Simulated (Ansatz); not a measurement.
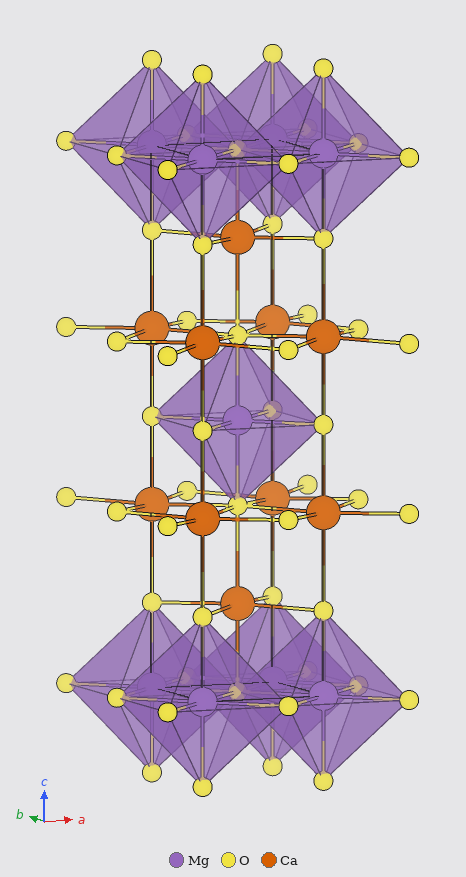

Structure drawing (polyhedral), viewed slightly off an axis. The parallelepiped is the conventional unit cell. Some neighbours outside the box are added.

Ca$_{2}$MgO$_{3}$, space group I4/mmm (No. 139), a = 3.299 Å, b = 3.299 Å, c = 13.762 Å, α = 90.00°, β = 90.00°, γ = 90.00°. The structure comes from a structure type filled with these elements by a generator (whether the compound takes this form wasn't checked). Earlier steps of the study, as a rule a relaxation of our own, may have changed the cell and positions, so they can lie some per cent off the listed ones. It was run through Ansatz as a DFT input.

This one geometry was computed with Ansatz (DFT, plane waves, PAW) at four levels of theory: PBE0, r2SCAN, PBE and HSE06. It was relaxed beforehand with r2SCAN.

Question: Which level gives the highest pressure at this volume, and what does that say about its equilibrium volume?

Answer: Highest: PBE (3.0 GPa), which points to the largest equilibrium volume. Lowest, with the smallest volume: PBE0 (-0.1 GPa), r2SCAN (0.0 GPa) and HSE06 (0.0 GPa). Levels within 0.5 GPa of each other can't be told apart.

Question: How does the band gap change with the level of theory?

Answer: PBE: a gap of 3.97 eV, direct; r2SCAN: a gap of 4.68 eV, indirect; HSE06: a gap of 5.54 eV, direct; PBE0: a gap of 6.27 eV, direct.

Question: Collect the results in a table.

Answer:
| level | cutoff (eV) | k-mesh of the run's cell | gap (eV) | pressure (GPa) |
| --- | --- | --- | --- | --- |
| PBE0 | 420 | 6×6×6 | 6.27 | -0.1 |
| r2SCAN | 500 | 10×10×10 | 4.68 | 0.0 |
| PBE | 420 | 10×10×10 | 3.97 | 3.0 |
| HSE06 | 420 | 6×6×6 | 5.54 | 0.0 |

Gaps are taken on the k-mesh or band path of each run.
